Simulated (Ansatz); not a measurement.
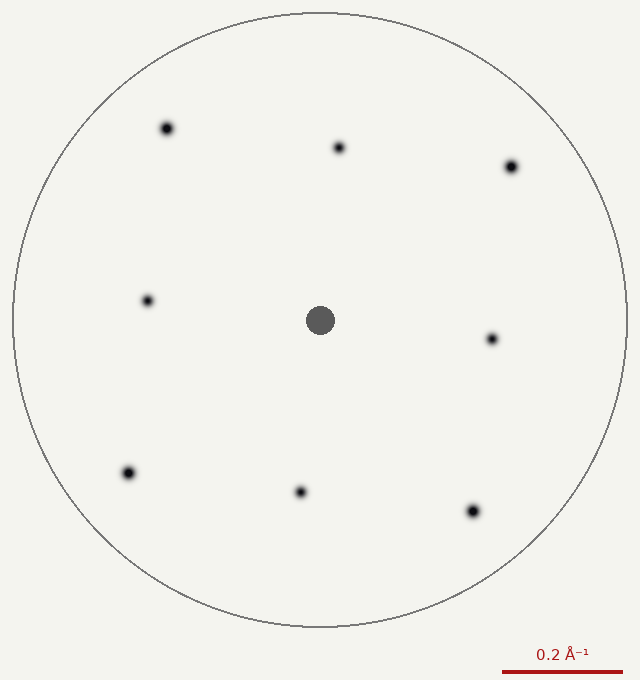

Simulated LEED pattern at 60 eV and normal incidence, from the upper face of a slab model. Spot positions follow from the surface net; brightness is a rough single-scattering estimate from the outer layers, good only for telling present from absent.

What surface net do the spots show?

Answer. The spots form a square reciprocal net with shortest vectors 0.291 and 0.291 Å⁻¹ at 90.0°. The primitive real-space mesh has edges 3.44 and 3.44 Å at 90.0° (or its supplement) and area 11.8 Å².

The slab has composition WS3 (4 atoms a cell, 4.6 Å thick). Structure: the end point of a relaxation with DFT PBE, scalar-relativistic, plane waves, PAW (Ansatz 0.2.0); the starting structure was generated, so it need not be a known form of this composition.
